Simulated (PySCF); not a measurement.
C₂H₁₃NSi₃

```xyz
19

C    -1.5505   -2.0725    0.2493
Si   -1.8900   -0.2789   -0.2786
Si    0.1277    0.8038   -0.7127
C    -0.1466    2.6870   -0.5787
Si    1.9577    0.2621    0.6062
N     1.9425   -1.4647    0.6996
H    -2.4583   -2.5802    0.5611
H    -1.1199   -2.6460   -0.5668
H    -0.8488   -2.1092    1.0772
H    -2.8259   -0.3350   -1.4162
H    -2.6638    0.3562    0.8029
H     0.4815    0.5903   -2.1409
H    -0.4391    2.9723    0.4281
H     0.7551    3.2401   -0.8251
H    -0.9291    3.0223   -1.2526
H     3.2510    0.8088    0.1401
H     1.8595    0.6627    2.0158
H     1.9096   -1.9956   -0.1557
H     2.5776   -1.9142    1.3395
```

Geometry: GFN2-xTB.

These are results of PBE0/pcSseg-1, SCF density, gas phase, non-relativistic in PySCF, not measurements.

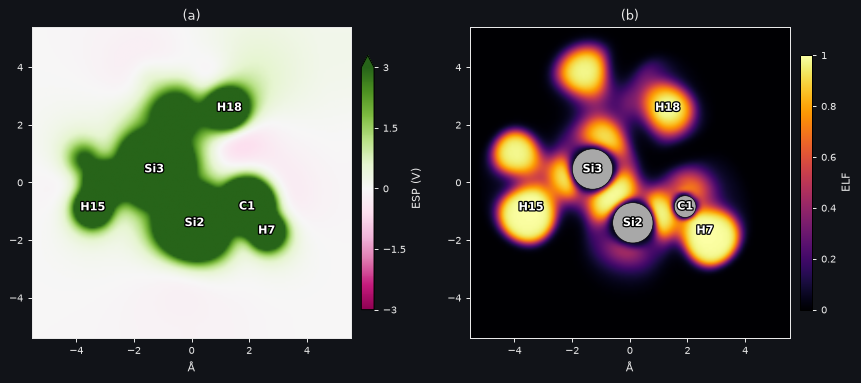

Figure 1. (a) electrostatic potential; (b) electron localisation function on the plane of atoms C1, Si2 and Si3. Grey discs cover the atomic cores in the ELF map.

### Describe what can be read from this map.

- The section cuts through C, Si and H sites.
- C–Si (1.90 Å): the ELF peaks at about 0.95 between the atoms; localised, covalent bonding.
- Si–Si (2.33 Å): the ELF peaks at about 1 between the atoms: localised, covalent bonding.
- C–H (1.09 Å): the ELF climbs to about 1 towards the hydrogen, as it does in any bond to H; an ordinary covalent bond to hydrogen.
- Outside the dense part of the molecule the potential is most negative (−0.6 V) near H18.

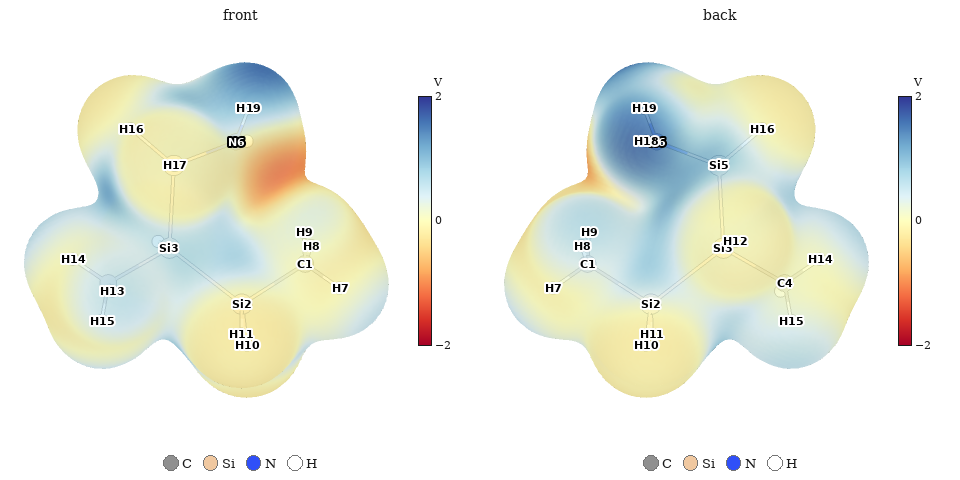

Figure 2. The electrostatic potential painted on the density surface at 0.002 e/bohr³, seen from the front and from behind; red is negative and blue positive.

### Which sites attract a positive test charge, and which a negative one?

A positive charge is drawn to the negative regions and a negative charge to the positive ones. The most negative region (about −1.0 V) lies over N6, the most positive (about +1.6 V) over H18 and H19.

### How polar is the molecule by this calculation?

Its dipole moment is 1.26 D.
